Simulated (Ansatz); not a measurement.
**BH4 (doublet): RPA-PBE over a scan of the distance H1–H2 along a hydrogen transfer, cc-pVDZ**

How well do these functionals follow the top wave-function level for BH4 (doublet) over a scan of the distance H1–H2 along a hydrogen transfer?

Method: cc-pVDZ, all electrons in the functionals, frozen cores in the correlation of double hybrids and RPA; program: Ansatz 0.2.0, Gaussian basis.

Plan: RPA-PBE, at 0.693 Å; 0.745 Å; 0.817 Å; 0.890 Å; 0.962 Å; 1.034 Å; 1.106 Å; 1.179 Å; 1.251 Å.

2 further runs of the same task are left out: 2 for a known fault of the program.

### Step 1. The geometry

The geometry derives from fragments relaxed apart (PBE0/def2-TZVP) and kept rigid, so it is no stationary point. A hydrogen atom is moved between rigid fragments.

5 atoms, charge 0, spin multiplicity 2.

Atoms are counted from 1 here; the program's logs count them from 0.

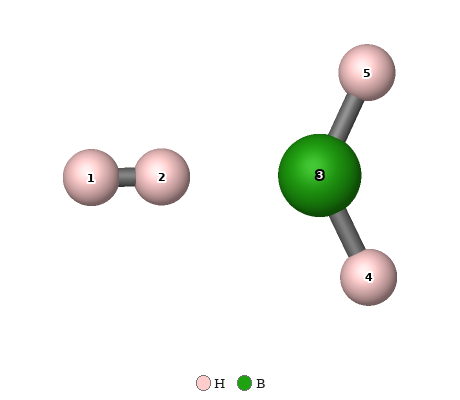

The geometry (hydrogen pink, boron green); atoms are numbered from 1 in the order of the file.

No dispersion term is added.

The geometry shown and the zero of energy belong to the point 0.745 Å. The yardstick, FCI, and other wave-function levels (R restricted, U unrestricted, valence and pair active spaces) come from earlier runs.

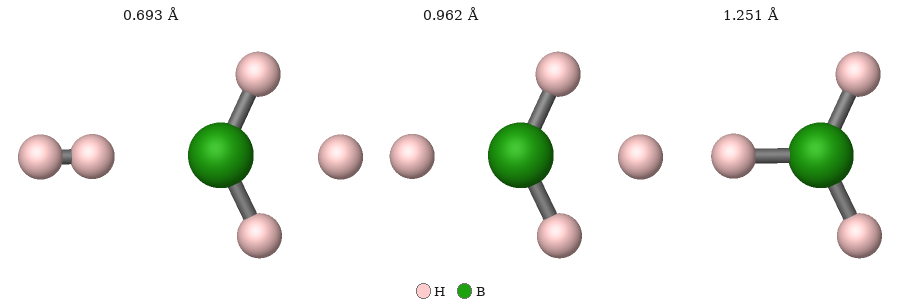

Three points of the scan; sticks are drawn by distance.

### Step 2. RPA-PBE, 0.693 Å

in.yaml reads:

```yaml
crystal:
  periodic: [false, false, false]
  atoms:
    - {symbol: H, position_ang: [-2.208390, 0.000000, 0.000000]}
    - {symbol: H, position_ang: [-1.515390, 0.000000, 0.000000]}
    - {symbol: B, position_ang: [0.212610, 0.000000, 0.000000]}
    - {symbol: H, position_ang: [0.721683, 0.000000, 1.077008]}
    - {symbol: H, position_ang: [0.721683, 0.000000, -1.077008]}
basis:
  gaussian: {orbitals: cc-pVDZ}
magnetization: {spin_polarized: true, initial_magnetization: 1}
hamiltonian: {xc: {name: PBE}}
correlation: {method: rpa, electrons: outside_noble_gas}
```

Command:

```console
$ ansatz run in.yaml --threads 1 --pin off --events-out ev --progress --plain --max-ram 4096MiB --backend cpu
```

What it wrote:

```text
Functional definition: PBE
  name "PBE"
  cite "Perdew, Burke & Ernzerhof, Phys. Rev. Lett. 77, 3865 (1996) doi:10.1103/PhysRevLett.77.3865"
  parent pbe
  parameter kappa = 0.804
  parameter beta = 0.06672455060314922
  exchange = pbe_x(kappa = kappa, mu = beta*pi^2/3)
  correlation = pbe_c(beta = beta)
302 factors; integrals over basis functions are off by at most 1.2e-3 eV
mean field evaluation 1: about -734.2777 eV, gradient 9.7e0 eV
mean field evaluation 2: about -734.2749 eV, gradient 9.7e0 eV
mean field evaluation 4: about -735.1319 eV, gradient 1.5e0 eV
mean field evaluation 8: about -735.1480 eV, gradient 5.8e-3 eV
mean field evaluation 16: about -734.4630 eV, gradient 4.9e0 eV
mean field evaluation 32: about -734.8854 eV, gradient 3.0e0 eV
mean field -735.14795294 eV, -27.0161889692 hartree, gradient 5.1e-6 eV, S^2 0.752706; 6 other end points of the search recorded, 0 dependent functions left out
1 core orbitals not correlated: weight in the atoms' cores, before any rotation towards them, 1.000 or more for the frozen orbitals, at most 0.000 for the correlated occupied ones
reference -730.42460888 eV, -26.8426092769 hartree; 4, 3 occupied and 29, 30 virtual orbitals, 302 factors
Total energy: -736.63312798 eV, -27.0707681454 hartree
```

It took 1.3 s on 1 thread of AMD EPYC 7R13, shared host.

From the report: ⟨S²⟩ of the determinant 0.753 (pure doublet: 0.75).

### Step 3. RPA-PBE, 0.745 Å

in.yaml reads:

```yaml
crystal:
  periodic: [false, false, false]
  atoms:
    - {symbol: H, position_ang: [-2.211922, 0.000000, 0.000000]}
    - {symbol: H, position_ang: [-1.466922, 0.000000, 0.000000]}
    - {symbol: B, position_ang: [0.209078, 0.000000, 0.000000]}
    - {symbol: H, position_ang: [0.718151, 0.000000, 1.077008]}
    - {symbol: H, position_ang: [0.718152, 0.000000, -1.077008]}
basis:
  gaussian: {orbitals: cc-pVDZ}
magnetization: {spin_polarized: true, initial_magnetization: 1}
hamiltonian: {xc: {name: PBE}}
correlation: {method: rpa, electrons: outside_noble_gas}
```

The command is unchanged.

What it wrote, shortened:

```text
Functional definition: PBE
  name "PBE"
  cite "Perdew, Burke & Ernzerhof, Phys. Rev. Lett. 77, 3865 (1996) doi:10.1103/PhysRevLett.77.3865"
  parent pbe
[...]
302 factors; integrals over basis functions are off by at most 1.2e-3 eV
[...]
mean field -735.31466617 eV, -27.0223155676 hartree, gradient 5.1e-6 eV, S^2 0.753188; 6 other end points of the search recorded, 0 dependent functions left out
1 core orbitals not correlated: weight in the atoms' cores, before any rotation towards them, 1.000 or more for the frozen orbitals, at most 0.000 for the correlated occupied ones
reference -730.50240987 eV, -26.8454684106 hartree; 4, 3 occupied and 29, 30 virtual orbitals, 302 factors
Total energy: -736.76211500 eV, -27.0755083309 hartree
```

Run time: 1.3 s. Hardware: 1 thread of AMD EPYC 7R13, shared host.

From the report: ⟨S²⟩ of the determinant 0.753 (pure doublet: 0.75).

### Step 4. RPA-PBE, 0.817 Å

in.yaml reads:

```yaml
crystal:
  periodic: [false, false, false]
  atoms:
    - {symbol: H, position_ang: [-2.216811, 0.000000, 0.000000]}
    - {symbol: H, position_ang: [-1.399811, 0.000000, 0.000000]}
    - {symbol: B, position_ang: [0.204189, 0.000000, 0.000000]}
    - {symbol: H, position_ang: [0.713262, 0.000000, 1.077008]}
    - {symbol: H, position_ang: [0.713262, 0.000000, -1.077008]}
basis:
  gaussian: {orbitals: cc-pVDZ}
magnetization: {spin_polarized: true, initial_magnetization: 1}
hamiltonian: {xc: {name: PBE}}
correlation: {method: rpa, electrons: outside_noble_gas}
```

The command is unchanged.

What it wrote, shortened:

```text
Functional definition: PBE
  name "PBE"
  cite "Perdew, Burke & Ernzerhof, Phys. Rev. Lett. 77, 3865 (1996) doi:10.1103/PhysRevLett.77.3865"
  parent pbe
[...]
303 factors; integrals over basis functions are off by at most 1.1e-3 eV
[...]
mean field -735.42422292 eV, -27.0263417038 hartree, gradient 5.9e-6 eV, S^2 0.753941; 6 other end points of the search recorded, 0 dependent functions left out
1 core orbitals not correlated: weight in the atoms' cores, before any rotation towards them, 1.000 or more for the frozen orbitals, at most 0.000 for the correlated occupied ones
reference -730.50704917 eV, -26.8456389015 hartree; 4, 3 occupied and 29, 30 virtual orbitals, 303 factors
Total energy: -736.82158687 eV, -27.0776938818 hartree
```

It took 1.3 s on 1 thread of AMD EPYC 7R13, shared host.

From the report: ⟨S²⟩ of the determinant 0.754 (pure doublet: 0.75).

From 0.745 Å: -5.7 kJ/mol.

### Step 5. RPA-PBE, 0.890 Å

in.yaml reads:

```yaml
crystal:
  periodic: [false, false, false]
  atoms:
    - {symbol: H, position_ang: [-2.221768, 0.000000, 0.000000]}
    - {symbol: H, position_ang: [-1.331768, 0.000000, 0.000000]}
    - {symbol: B, position_ang: [0.199232, 0.000000, 0.000000]}
    - {symbol: H, position_ang: [0.708305, 0.000000, 1.077008]}
    - {symbol: H, position_ang: [0.708305, 0.000000, -1.077008]}
basis:
  gaussian: {orbitals: cc-pVDZ}
magnetization: {spin_polarized: true, initial_magnetization: 1}
hamiltonian: {xc: {name: PBE}}
correlation: {method: rpa, electrons: outside_noble_gas}
```

Same command.

What it wrote, shortened:

```text
Functional definition: PBE
  name "PBE"
  cite "Perdew, Burke & Ernzerhof, Phys. Rev. Lett. 77, 3865 (1996) doi:10.1103/PhysRevLett.77.3865"
  parent pbe
[...]
303 factors; integrals over basis functions are off by at most 9.9e-4 eV
[...]
mean field -735.46587850 eV, -27.0278725184 hartree, gradient 8.4e-6 eV, S^2 0.754551; 6 other end points of the search recorded, 0 dependent functions left out
1 core orbitals not correlated: weight in the atoms' cores, before any rotation towards them, 1.000 or more for the frozen orbitals, at most 0.000 for the correlated occupied ones
reference -730.48222546 eV, -26.8447266469 hartree; 4, 3 occupied and 29, 30 virtual orbitals, 303 factors
Total energy: -736.82337609 eV, -27.0777596345 hartree
```

Run time: 1.2 s. Hardware: 1 thread of AMD EPYC 7R13, shared host.

From the report: ⟨S²⟩ of the determinant 0.755 (pure doublet: 0.75).

From 0.745 Å: -5.9 kJ/mol.

### Step 6. RPA-PBE, 0.962 Å

in.yaml reads:

```yaml
crystal:
  periodic: [false, false, false]
  atoms:
    - {symbol: H, position_ang: [-2.226658, 0.000000, 0.000000]}
    - {symbol: H, position_ang: [-1.264658, 0.000000, 0.000000]}
    - {symbol: B, position_ang: [0.194342, 0.000000, 0.000000]}
    - {symbol: H, position_ang: [0.703415, 0.000000, 1.077008]}
    - {symbol: H, position_ang: [0.703416, 0.000000, -1.077008]}
basis:
  gaussian: {orbitals: cc-pVDZ}
magnetization: {spin_polarized: true, initial_magnetization: 1}
hamiltonian: {xc: {name: PBE}}
correlation: {method: rpa, electrons: outside_noble_gas}
```

Launched as before.

What it wrote, shortened:

```text
Functional definition: PBE
  name "PBE"
  cite "Perdew, Burke & Ernzerhof, Phys. Rev. Lett. 77, 3865 (1996) doi:10.1103/PhysRevLett.77.3865"
  parent pbe
[...]
303 factors; integrals over basis functions are off by at most 1.1e-3 eV
[...]
mean field -735.48753373 eV, -27.0286683331 hartree, gradient 1.1e-6 eV, S^2 0.754694; 6 other end points of the search recorded, 0 dependent functions left out
1 core orbitals not correlated: weight in the atoms' cores, before any rotation towards them, 1.000 or more for the frozen orbitals, at most 0.000 for the correlated occupied ones
reference -730.49230491 eV, -26.8450970598 hartree; 4, 3 occupied and 29, 30 virtual orbitals, 303 factors
Total energy: -736.82447149 eV, -27.0777998897 hartree
```

Wall time 1.2 s (1 thread of AMD EPYC 7R13, shared host).

From the report: ⟨S²⟩ of the determinant 0.755 (pure doublet: 0.75).

From 0.745 Å: -6.0 kJ/mol.

### Step 7. RPA-PBE, 1.034 Å

in.yaml reads:

```yaml
crystal:
  periodic: [false, false, false]
  atoms:
    - {symbol: H, position_ang: [-2.231547, 0.000000, 0.000000]}
    - {symbol: H, position_ang: [-1.197547, 0.000000, 0.000000]}
    - {symbol: B, position_ang: [0.189453, 0.000000, 0.000000]}
    - {symbol: H, position_ang: [0.698526, 0.000000, 1.077008]}
    - {symbol: H, position_ang: [0.698526, 0.000000, -1.077008]}
basis:
  gaussian: {orbitals: cc-pVDZ}
magnetization: {spin_polarized: true, initial_magnetization: 1}
hamiltonian: {xc: {name: PBE}}
correlation: {method: rpa, electrons: outside_noble_gas}
```

Launched as before.

What it wrote, shortened:

```text
Functional definition: PBE
  name "PBE"
  cite "Perdew, Burke & Ernzerhof, Phys. Rev. Lett. 77, 3865 (1996) doi:10.1103/PhysRevLett.77.3865"
  parent pbe
[...]
303 factors; integrals over basis functions are off by at most 1.2e-3 eV
[...]
mean field -735.50990718 eV, -27.0294905423 hartree, gradient 1.6e-6 eV, S^2 0.754287; 6 other end points of the search recorded, 0 dependent functions left out
1 core orbitals not correlated: weight in the atoms' cores, before any rotation towards them, 1.000 or more for the frozen orbitals, at most 0.000 for the correlated occupied ones
reference -730.55808207 eV, -26.8475143260 hartree; 4, 3 occupied and 29, 30 virtual orbitals, 303 factors
Total energy: -736.84775692 eV, -27.0786556133 hartree
```

Run time: 1.2 s. Hardware: 1 thread of AMD EPYC 7R13, shared host.

From the report: ⟨S²⟩ of the determinant 0.754 (pure doublet: 0.75).

From 0.745 Å: -8.3 kJ/mol.

### Step 8. RPA-PBE, 1.106 Å

in.yaml reads:

```yaml
crystal:
  periodic: [false, false, false]
  atoms:
    - {symbol: H, position_ang: [-2.236436, 0.000000, 0.000000]}
    - {symbol: H, position_ang: [-1.130436, 0.000000, 0.000000]}
    - {symbol: B, position_ang: [0.184564, 0.000000, 0.000000]}
    - {symbol: H, position_ang: [0.693637, 0.000000, 1.077008]}
    - {symbol: H, position_ang: [0.693637, 0.000000, -1.077008]}
basis:
  gaussian: {orbitals: cc-pVDZ}
magnetization: {spin_polarized: true, initial_magnetization: 1}
hamiltonian: {xc: {name: PBE}}
correlation: {method: rpa, electrons: outside_noble_gas}
```

Same command.

What it wrote, shortened:

```text
Functional definition: PBE
  name "PBE"
  cite "Perdew, Burke & Ernzerhof, Phys. Rev. Lett. 77, 3865 (1996) doi:10.1103/PhysRevLett.77.3865"
  parent pbe
[...]
303 factors; integrals over basis functions are off by at most 1.2e-3 eV
[...]
mean field -735.52867740 eV, -27.0301803354 hartree, gradient 1.9e-6 eV, S^2 0.753527; 5 other end points of the search recorded, 0 dependent functions left out
1 core orbitals not correlated: weight in the atoms' cores, before any rotation towards them, 1.000 or more for the frozen orbitals, at most 0.000 for the correlated occupied ones
reference -730.66270886 eV, -26.8513592897 hartree; 4, 3 occupied and 29, 30 virtual orbitals, 303 factors
Total energy: -736.88515564 eV, -27.0800299909 hartree
```

Run time: 1.1 s. Hardware: 1 thread of AMD EPYC 7R13, shared host.

From the report: ⟨S²⟩ of the determinant 0.754 (pure doublet: 0.75).

From 0.745 Å: -11.9 kJ/mol.

### Step 9. RPA-PBE, 1.179 Å

in.yaml reads:

```yaml
crystal:
  periodic: [false, false, false]
  atoms:
    - {symbol: H, position_ang: [-2.241394, 0.000000, 0.000000]}
    - {symbol: H, position_ang: [-1.062394, 0.000000, 0.000000]}
    - {symbol: B, position_ang: [0.179606, 0.000000, 0.000000]}
    - {symbol: H, position_ang: [0.688679, 0.000000, 1.077008]}
    - {symbol: H, position_ang: [0.688680, 0.000000, -1.077008]}
basis:
  gaussian: {orbitals: cc-pVDZ}
magnetization: {spin_polarized: true, initial_magnetization: 1}
hamiltonian: {xc: {name: PBE}}
correlation: {method: rpa, electrons: outside_noble_gas}
```

Launched as before.

What it wrote, shortened:

```text
Functional definition: PBE
  name "PBE"
  cite "Perdew, Burke & Ernzerhof, Phys. Rev. Lett. 77, 3865 (1996) doi:10.1103/PhysRevLett.77.3865"
  parent pbe
[...]
303 factors; integrals over basis functions are off by at most 1.5e-3 eV
[...]
mean field -735.51975912 eV, -27.0298525944 hartree, gradient 8.8e-7 eV, S^2 0.752693; 5 other end points of the search recorded, 0 dependent functions left out
1 core orbitals not correlated: weight in the atoms' cores, before any rotation towards them, 1.000 or more for the frozen orbitals, at most 0.000 for the correlated occupied ones
reference -730.76446750 eV, -26.8550988507 hartree; 4, 3 occupied and 29, 30 virtual orbitals, 303 factors
Total energy: -736.90543472 eV, -27.0807752335 hartree
```

It took 1.1 s on 1 thread of AMD EPYC 7R13, shared host.

From the report: ⟨S²⟩ of the determinant 0.753 (pure doublet: 0.75).

From 0.745 Å: -13.8 kJ/mol.

### Step 10. RPA-PBE, 1.251 Å

in.yaml reads:

```yaml
crystal:
  periodic: [false, false, false]
  atoms:
    - {symbol: H, position_ang: [-2.246283, 0.000000, 0.000000]}
    - {symbol: H, position_ang: [-0.995283, 0.000000, 0.000000]}
    - {symbol: B, position_ang: [0.174717, 0.000000, 0.000000]}
    - {symbol: H, position_ang: [0.683790, 0.000000, 1.077008]}
    - {symbol: H, position_ang: [0.683790, 0.000000, -1.077008]}
basis:
  gaussian: {orbitals: cc-pVDZ}
magnetization: {spin_polarized: true, initial_magnetization: 1}
hamiltonian: {xc: {name: PBE}}
correlation: {method: rpa, electrons: outside_noble_gas}
```

Same command.

What it wrote, shortened:

```text
Functional definition: PBE
  name "PBE"
  cite "Perdew, Burke & Ernzerhof, Phys. Rev. Lett. 77, 3865 (1996) doi:10.1103/PhysRevLett.77.3865"
  parent pbe
[...]
305 factors; integrals over basis functions are off by at most 1.2e-3 eV
[...]
mean field -735.44408322 eV, -27.0270715564 hartree, gradient 6.0e-6 eV, S^2 0.751997; 3 other end points of the search recorded, 0 dependent functions left out
1 core orbitals not correlated: weight in the atoms' cores, before any rotation towards them, 1.000 or more for the frozen orbitals, at most 0.000 for the correlated occupied ones
reference -730.80319532 eV, -26.8565220719 hartree; 4, 3 occupied and 29, 30 virtual orbitals, 305 factors
Total energy: -736.86099659 eV, -27.0791421623 hartree
```

It took 0.88 s on 1 thread of AMD EPYC 7R13, shared host.

From the report: ⟨S²⟩ of the determinant 0.752 (pure doublet: 0.75).

From 0.745 Å: -9.5 kJ/mol.

### Step 11. Against the wave-function levels

The yardstick is full CI for this spin, exact in this basis with these frozen cores. It comes from earlier runs at the same points. Energies in kJ/mol, counted from 0.745 Å; blanks weren't run or aren't comparable.

```tsv
level	0.693 Å	0.745 Å	0.817 Å	0.890 Å	0.962 Å	1.034 Å	1.106 Å	1.179 Å	1.251 Å
FCI	12.0	0.0	-5.6	-6.2	-7.5	-11.4	-16.8	-20.6	-17.8
RPA-PBE	12.4	0.0	-5.7	-5.9	-6.0	-8.3	-11.9	-13.8	-9.5
```

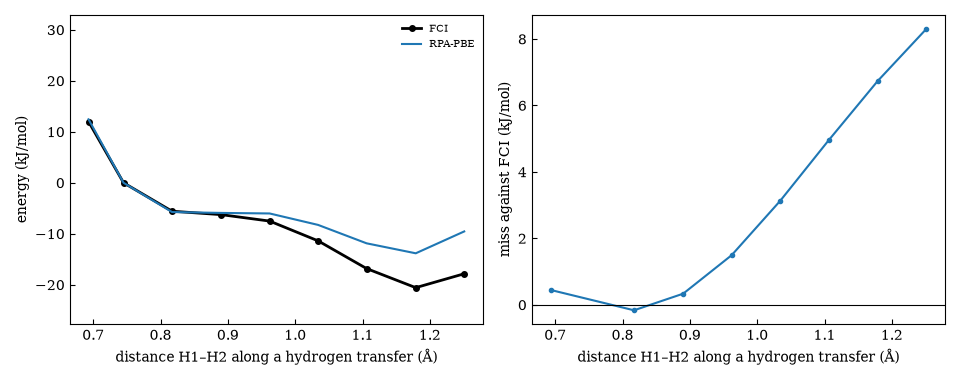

Left: the curves (the axis may cut off levels that run far away). Right: misses against FCI, in the same colours.

Largest miss and mean time a point (FCI took 52 s a point; shared hosts):

```tsv
level	largest miss (kJ/mol)	where	time a point
RPA-PBE	+8.3	1.251 Å	1.2 s
```

### Step 12. Outcome

```
             quantity                  value
span of the FCI curve            32.6 kJ/mol
largest miss, RPA-PBE  +8.3 kJ/mol (1.251 Å)
```

**Reading.** RPA-PBE strays by up to 8.3 kJ/mol, at 1.251 Å. Functionals and the yardstick converge differently with the basis, so part of each miss in cc-pVDZ is the basis.
